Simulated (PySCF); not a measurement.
# Ce2O4: forces at shaken geometries

How stiff is Ce2O4? Its atoms are displaced at random by several amounts. The structure is generated, not taken from experiment.

Method: B3LYP, Ce lcecp-2-SVP with ECP46, O def2-SVP; scalar-relativistic core potentials, no spin–orbit coupling; program: PySCF 2.14.0.

3 further runs of the same task are left out: 2 for a known fault of the program, 1 that didn't finish.

### 1 The starting structure

6 atoms, charge 0, spin multiplicity 1.

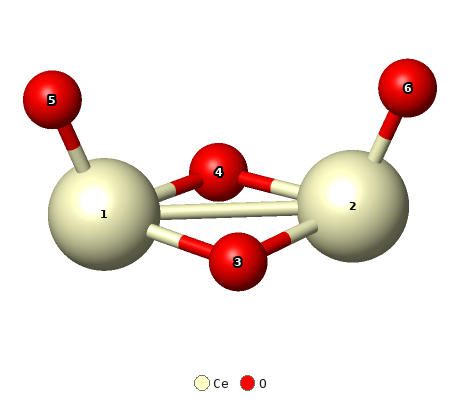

The geometry (cerium light yellow, oxygen red); atoms are numbered from 1 in the order of the file.

Geometry (Å):

```csv
atom,x (Å),y (Å),z (Å)
Ce1,0.00000,-0.43755,1.66390
Ce2,0.00000,-0.43755,-1.66390
O3,1.34120,-0.53841,0.00000
O4,-1.34120,-0.53841,0.00000
O5,0.00000,1.29391,2.37672
O6,0.00000,1.29391,-2.37672
```

Formal oxidation states: Ce +4. The 4f shell is empty and lies in the core potential. An earlier session relaxed this geometry at B3LYP, Ce lcecp-2-SVP with ECP46, O def2-SVP (singlet, point group C2v).

Its energy there is -378.068041 Eh.

### 2 Atoms moved at random, σ = 0.06 Å

Contents of run.py (the lines that set the calculation):

```python
mol = gto.M(atom='''
Ce    -0.05043    -0.49014     1.57673
Ce    -0.01307    -0.43281    -1.65722
O      1.43361    -0.59228     0.05423
O     -1.32451    -0.41500    -0.07571
O     -0.02716     1.25346     2.42452
O     -0.01845     1.31268    -2.32255''',
    basis={'Ce': 'lcecp-2-SVP', 'O': 'def2-SVP'},
    ecp={'Ce': 'lcecp-2-SVP'},
    charge=0, spin=0)
mf = dft.RKS(mol, xc='B3LYP')
mf.grids.atom_grid = (50, 194)  # f atoms: unpruned, at least (60, 302)
mf = mf.density_fit()  # fitting sets: Ce AutoAux, O def2-universal-JKFIT
mf.conv_tol = 1e-08; mf.max_cycle = 55
mf.kernel(dm0)  # dm0: the density of the relaxed state
```

Started as:

```console
$ OMP_NUM_THREADS=2 python run.py
```

### 3 Atoms moved at random, σ = 0.03 Å

Contents of run.py (the lines that set the calculation):

```python
mol = gto.M(atom='''
Ce     0.02762    -0.44541     1.67530
Ce     0.02823    -0.38196    -1.65052
O      1.33854    -0.56337    -0.02331
O     -1.31370    -0.55612     0.02040
O     -0.01297     1.30563     2.35956
O     -0.06772     1.27713    -2.38142''',
    basis={'Ce': 'lcecp-2-SVP', 'O': 'def2-SVP'},
    ecp={'Ce': 'lcecp-2-SVP'},
    charge=0, spin=0)
mf = dft.RKS(mol, xc='B3LYP')
mf.grids.atom_grid = (50, 194)  # f atoms: unpruned, at least (60, 302)
mf = mf.density_fit()  # fitting sets: Ce AutoAux, O def2-universal-JKFIT
mf.conv_tol = 1e-08; mf.max_cycle = 55
mf.kernel(dm0)  # dm0: the density of the relaxed state
```

### 4 Atoms moved at random, σ = 0.06 Å

Contents of run.py (the lines that set the calculation):

```python
mol = gto.M(atom='''
Ce    -0.07275    -0.51877     1.60412
Ce    -0.01270    -0.43412    -1.72567
O      1.33948    -0.47540     0.03054
O     -1.36494    -0.53793    -0.07775
O      0.00379     1.26936     2.46641
O      0.10713     1.33275    -2.29766''',
    basis={'Ce': 'lcecp-2-SVP', 'O': 'def2-SVP'},
    ecp={'Ce': 'lcecp-2-SVP'},
    charge=0, spin=0)
mf = dft.RKS(mol, xc='B3LYP')
mf.grids.atom_grid = (50, 194)  # f atoms: unpruned, at least (60, 302)
mf = mf.density_fit()  # fitting sets: Ce AutoAux, O def2-universal-JKFIT
mf.conv_tol = 1e-08; mf.max_cycle = 55
mf.kernel(dm0)  # dm0: the density of the relaxed state
```

**Question.** What will these runs give? Wanted: for each run, σ; energy rise; harmonic estimate −½ F·u; largest force component.

As calculated:

| σ (Å) | energy rise (eV) | harmonic estimate −½ F·u (eV) | largest force component (eV/Å) |
| --- | --- | --- | --- |
| 0.06 | 0.293 | 0.292 | 2.61 |
| 0.03 | 0.113 | 0.113 | 2.66 |
| 0.06 | 0.293 | 0.284 | 3.21 |

Every displacement raises the energy. For a harmonic well the rise equals −½ F·u; the two differ by at most 3 % here (a move with σ = 0.06 Å), from anharmonicity, the grid and the small forces left at the relaxed point. The bases are small and lack diffuse functions. Spin–orbit coupling is left out.
